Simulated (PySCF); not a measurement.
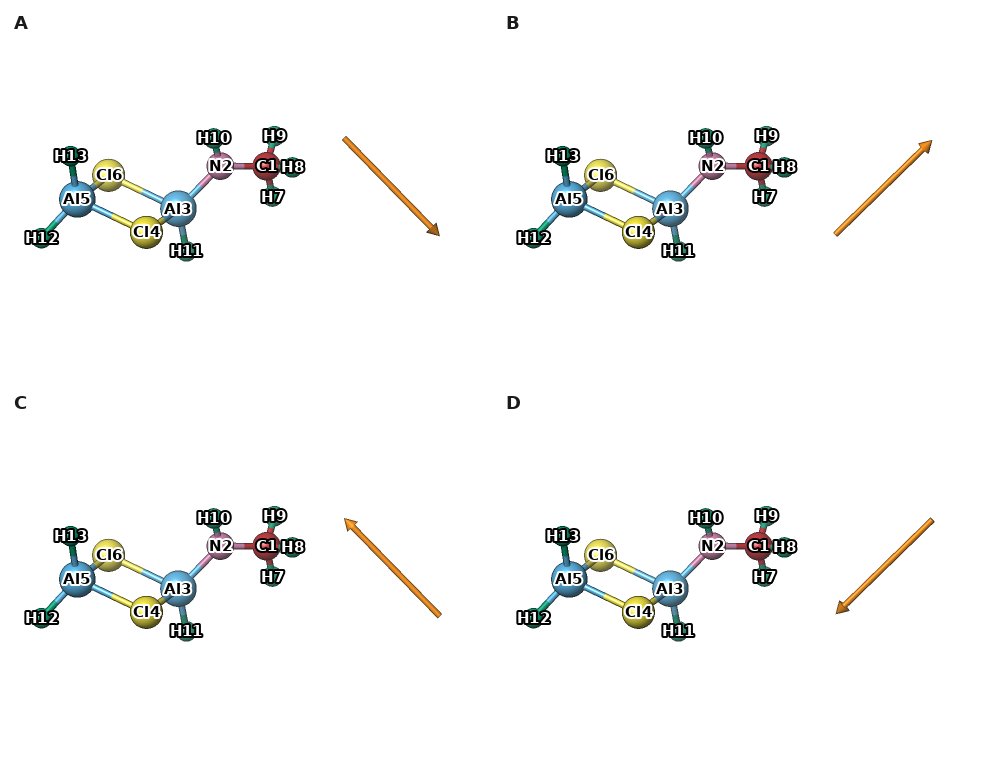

The same molecule four times, each with an arrow. Computed geometry: PBE0-D3(BJ)/def2-SVP optimisation. No frequency run is at hand to confirm it as a minimum. Level of theory: ωB97X-D/def2-SVPD in chloroform (IEF-PCM) (PySCF 2.14.0).

Question: Which arrow points along the dipole moment, from the negative to the positive end?

Answer: B. The dipole moment is 1.31 D; it points from the side of H12 to the side of H8, H9 (the outermost atoms at the two ends).
